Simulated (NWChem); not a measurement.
**C3H7N (SMILES NC1CC1) at 6 levels**

Wanted: a comparison of 6 runs (HF/3-21G, PBE/6-31G*, B3LYP/6-31G*, M06-2X/6-31G*, PBE0/6-31G*, CCSD(T)/6-31G*) of C3H7N. 

The results are computed with NWChem 7.3.0.

4 further runs of the same task are left out: 4 set aside as unsound or not needed. Runs told in other sessions of the task aren't counted.

## 1. The system as given

The species is C3H7N (11 atoms), meant as a singlet with charge 0. SMILES: `NC1CC1`. Geometry: relaxed at PBE0-D4/def2-TZVP. This is one conformer, not always the lowest.

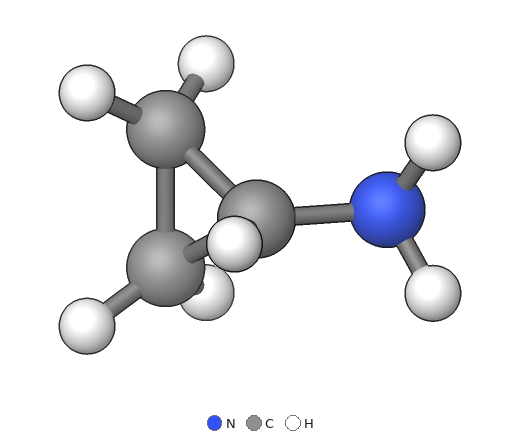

The structure, seen from a chosen angle (nitrogen blue, carbon grey, hydrogen white).

## 2. Energy and gradient at HF/3-21G (run 1)

sp.nw

```
start sp
memory stack 880 mb heap 220 mb global 1100 mb
geometry noautosym nocenter noautoz
 N       -1.141310       0.922600      -0.439310
 C        0.163770       0.489760      -0.037670
 C        0.230400      -0.635790       0.944540
 C        0.595180      -0.868230      -0.491310
 H       -1.116440       1.351080      -1.356220
 H       -1.514170       1.604590       0.209390
 H        0.954840       1.235920       0.042510
 H        1.020850      -0.627310       1.684370
 H       -0.717670      -1.033510       1.283450
 H        1.637360      -1.020160      -0.742340
 H       -0.112810      -1.418930      -1.097410
end
basis spherical bse
 * library 3-21G
end
scf
 thresh 1e-08
 maxiter 80
 print low
end
task scf gradient
```

Command:

```sh
$ nwchem sp.nw > sp.out
```

What it wrote:

```text
[...]
  functions       =    50
[...]
  wavefunction    = RHF
[...]
         Total SCF energy =   -171.114809484770
      One-electron energy =   -479.578299671993
      Two-electron energy =    182.706795474125
 Nuclear repulsion energy =    125.756694713098
        Time for solution =      1.2s
[...]
                         RHF ENERGY GRADIENTS
    atom               coordinates                        gradient
                 x          y          z           x          y          z
   1 N      -2.156763   1.743461  -0.830176    0.006298  -0.016950   0.004340
   2 C       0.309480   0.925512  -0.071186   -0.017126  -0.009415  -0.002825
   3 C       0.435393  -1.201469   1.784922    0.003774   0.006826  -0.018777
   4 C       1.124727  -1.640717  -0.928441   -0.004907   0.012357   0.015385
   5 H      -2.109766   2.553171  -2.562884    0.002800   0.005511  -0.000865
   6 H      -2.861366   3.032235   0.395690    0.002481   0.005717   0.000392
   7 H       1.804386   2.335550   0.080332    0.006213   0.005548   0.000680
   8 H       1.929127  -1.185444   3.182998    0.005510   0.000086   0.005516
   9 H      -1.356200  -1.953051   2.425369   -0.007250  -0.003625   0.003083
  10 H       3.094162  -1.927823  -1.402819    0.007436  -0.001141  -0.002058
  11 H      -0.213180  -2.681389  -2.073804   -0.005229  -0.004913  -0.004871
[...]
```

Wall time 2 s (1 thread of Intel Xeon 6975P-C (Granite Rapids), shared host); peak memory 0.099 GiB.

## 3. Energy and forces at PBE/6-31G(d) (spherical functions) (run 2)

run.py

```python
from ase import Atoms
from ase.calculators.nwchem import NWChem

system = Atoms(['N', 'C', 'C', 'C', 'H', 'H', 'H', 'H', 'H', 'H', 'H'], positions=[
    [-1.141310, 0.922600, -0.439310],
    [0.163770, 0.489760, -0.037670],
    [0.230400, -0.635790, 0.944540],
    [0.595180, -0.868230, -0.491310],
    [-1.116440, 1.351080, -1.356220],
    [-1.514170, 1.604590, 0.209390],
    [0.954840, 1.235920, 0.042510],
    [1.020850, -0.627310, 1.684370],
    [-0.717670, -1.033510, 1.283450],
    [1.637360, -1.020160, -0.742340],
    [-0.112810, -1.418930, -1.097410],
])

calc = NWChem(
    label='nw',
    theory='dft',
    memory='2200 mb',
    basis='6-31G*',
    basispar='spherical bse',
    dft={'xc': 'xpbe96 cpbe96', 'mult': '1', 'grid': 'xfine', 'convergence': 'energy 1e-08', 'iterations': '100', 'mulliken': None, 'print': 'low'},
)
system.calc = calc

forces = system.get_forces()
print(f"energy = {system.get_potential_energy():.6f} eV")
print("forces (eV/A):")
for s, f in zip(system.symbols, forces):
    print(f"{s:2s} {f[0]:10.5f} {f[1]:10.5f} {f[2]:10.5f}")
```

Command:

```sh
$ export ASE_NWCHEM_COMMAND="nwchem PREFIX.nwi > PREFIX.nwo"
$ python run.py
```

What it wrote:

```text
energy = -4707.596158 eV
forces (eV/A):
N    -0.31717   -0.59408    0.01584
C    -0.10254    0.41894   -0.09400
C    -0.01193   -0.14630    0.26349
C     0.10130   -0.21839   -0.18178
H     0.04042    0.27069   -0.49052
H    -0.17242    0.40623    0.34720
H     0.38109    0.29362    0.04926
H     0.28267   -0.00278    0.30159
H    -0.34299   -0.14820    0.14131
H     0.38937   -0.07081   -0.11884
H    -0.24775   -0.20888   -0.23356
```

The calculator wrote nw.nwi:

```
title "nw"

permanent_dir nw

scratch_dir nw

start nw

geometry units angstrom nocenter noautosym noautoz
  N  -1.1413100000000000e+00 9.2259999999999998e-01 -4.3930999999999998e-01
  C  1.6377000000000000e-01 4.8975999999999997e-01 -3.7670000000000002e-02
  C  2.3039999999999999e-01 -6.3578999999999997e-01 9.4454000000000005e-01
  C  5.9518000000000004e-01 -8.6822999999999995e-01 -4.9131000000000002e-01
  H  -1.1164400000000001e+00 1.3510800000000001e+00 -1.3562200000000000e+00
  H  -1.5141700000000000e+00 1.6045900000000000e+00 2.0938999999999999e-01
  H  9.5484000000000002e-01 1.2359199999999999e+00 4.2509999999999999e-02
  H  1.0208500000000000e+00 -6.2731000000000003e-01 1.6843699999999999e+00
  H  -7.1767000000000003e-01 -1.0335099999999999e+00 1.2834500000000000e+00
  H  1.6373599999999999e+00 -1.0201600000000000e+00 -7.4234000000000000e-01
  H  -1.1280999999999999e-01 -1.4189300000000000e+00 -1.0974100000000000e+00
end

memory 2200 mb

basis spherical bse noprint
   * library 6-31G*
end

dft
  xc xpbe96 cpbe96
  mult 1
  grid xfine
  convergence energy 1e-08
  iterations 100
  mulliken
  print low
end

task dft gradient
```

nw.nwo:

```text
Northwest Computational Chemistry Package (NWChem) 7.3.0
             --------------------------------------------------------

           Job information
           ---------------

    nwchem branch   = 7.3.0
    use scalapack   = T
    input           = nw.nwi
    prefix          = nw.
    data base       = nw/nw.db
    status          = startup
    nproc           =        1

           Memory information
           ------------------

    heap     =     72089600 doubles =      550.0 Mbytes
    stack    =     72089597 doubles =      550.0 Mbytes
    global   =    144179200 doubles =     1100.0 Mbytes (distinct from heap & stack)
    total    =    288358397 doubles =     2200.0 Mbytes
    verify   = yes
    hardfail = no

           Directory information
           ---------------------

  0 permanent = nw
  0 scratch   = nw

                                NWChem Input Module
                                -------------------

                                        nw
                                        --

[... 25 lines left out ...]
            Nuclear Dipole moment (a.u.)
[... 86 lines left out ...]
   convergence    iter        energy       DeltaE   RMS-Dens  Diis-err    time
[... 13 lines left out ...]
         Total DFT energy =     -173.000969308036
      One electron energy =     -481.567422216405
           Coulomb energy =      208.444946168402
    Exchange-Corr. energy =      -25.635187973131
 Nuclear repulsion energy =      125.756694713098
[... 17 lines left out ...]
     -------------------------------------------
      Total Density - Lowdin Population Analysis
     -------------------------------------------

    Atom       Charge   Shell Charges
 -----------   ------   -------------------------------------------------------
    1 N    7     7.46   1.99  0.71  2.35  0.56  1.78  0.06
    2 C    6     6.12   1.99  0.50  1.90  0.38  1.21  0.14
    3 C    6     6.27   1.99  0.53  1.94  0.41  1.33  0.08
[... 7 lines of this table left out ...]
   11 H    1     0.86   0.49  0.36

                         DFT ENERGY GRADIENTS

    atom               coordinates                        gradient
                 x          y          z           x          y          z
   1 N      -2.156763   1.743461  -0.830176    0.006168   0.011553  -0.000308
   2 C       0.309480   0.925512  -0.071186    0.001994  -0.008147   0.001828
   3 C       0.435393  -1.201469   1.784922    0.000232   0.002845  -0.005124
[... 7 lines of this table left out ...]
  11 H      -0.213180  -2.681389  -2.073804    0.004818   0.004062   0.004542

 Task  times  cpu:       32.6s     wall:       32.6s
 Total times  cpu:       32.6s     wall:       32.6s
```

Wall time 34 s (1 thread of Intel Xeon 6975P-C (Granite Rapids), shared host); peak memory 0.15 GiB.

Runs 3 to 5 aren't shown in full; the table further down has their settings and results.

## 4. A single-point energy at CCSD(T)/6-31G(d) (spherical functions) (run 6)

sp.xyz

```xyz
11
C3H7N
N     -1.141310     0.922600    -0.439310
C      0.163770     0.489760    -0.037670
C      0.230400    -0.635790     0.944540
C      0.595180    -0.868230    -0.491310
H     -1.116440     1.351080    -1.356220
H     -1.514170     1.604590     0.209390
H      0.954840     1.235920     0.042510
H      1.020850    -0.627310     1.684370
H     -0.717670    -1.033510     1.283450
H      1.637360    -1.020160    -0.742340
H     -0.112810    -1.418930    -1.097410
```

sp.nw

```
start sp
title "C3H7N"
memory total 2200 mb
charge 0
geometry units angstroms noautosym nocenter noautoz
  load sp.xyz
end
basis "ao basis" spherical bse
  N library 6-31G*
  C library 6-31G*
  H library 6-31G*
end
scf
  thresh 1e-08
  maxiter 80
end
ccsd
  freeze core 4
  maxiter 60
end
task ccsd(t)
```

Command:

```sh
$ nwchem sp.nw > sp.out
```

What it wrote:

```text
[...]
  functions       =    70
[...]
  wavefunction    = RHF
[...]
         Total SCF energy =   -172.080967671771
      One-electron energy =   -481.051196552853
      Two-electron energy =    183.213534167984
 Nuclear repulsion energy =    125.756694713098
        Time for solution =      5.3s
[...]
 Total MP2 energy:           -172.628296250589159
[...]
             energy      energy      error      ampl     ampl      Block
                                                time     time      time
[...]
 Total CCSD energy:           -172.670007704904577
[...]
 Total CCSD+T(CCSD) energy:           -172.687064806438229
[...]
 Total CCSD(T) energy:                -172.686563053257913
[...]
```

It took 46 s on 1 thread of Intel Xeon 6975P-C (Granite Rapids), shared host; peak memory 0.17 GiB.

## 5. All runs side by side

| run | level | iteration cap | module | energy (Eh) | largest force (eV/Å) | wall time |
| --- | --- | --- | --- | --- | --- | --- |
| 1 | HF/3-21G | 80 | scf | -171.114809 | 1.046 | 2 s |
| 2 | PBE/6-31G* (spherical functions) | 100 | dft | -173.000969 | 0.674 | 34 s |
| 3 | B3LYP/6-31G* (spherical functions) | 100 | dft | -173.236683 | 0.377 | 28 s |
| 4 | M06-2X/6-31G* (spherical functions) | 100 | dft | -173.152894 | 0.333 | 40 s |
| 5 | PBE0/6-31G* (spherical functions) | 100 | dft | -173.030586 | 0.269 | 28 s |
| 6 | CCSD(T)/6-31G* (spherical functions) | 80 | ccsd(t) | -172.686563 | – | 46 s |

## 6. Summary of results

| quantity | value |
| --- | --- |
| run 6: total energy | -172.68656 Eh |
| run 6: HOMO energy (Hartree–Fock orbitals) | -10.26 eV |
| run 6: LUMO energy (Hartree–Fock orbitals) | 6.44 eV |
| run 6: HOMO–LUMO gap (Hartree–Fock orbitals) | 16.70 eV |
| run 6: correlation energy (4 core orbitals frozen) | -605.6 mEh |
| run 6: (T) correction | -16.56 mEh |

In words: Over runs 3, 4, 5 the dipole moment (its size) runs from 1.32 D (B3LYP/6-31G*) to 1.35 D (PBE0/6-31G*). Over runs 3, 4, 5 the HOMO–LUMO gap runs from 8.78 eV (B3LYP/6-31G*) to 11.79 eV (M06-2X/6-31G*). Totals of different functionals can't be ranked against each other. All runs together took 3 min, the longest 46 s.
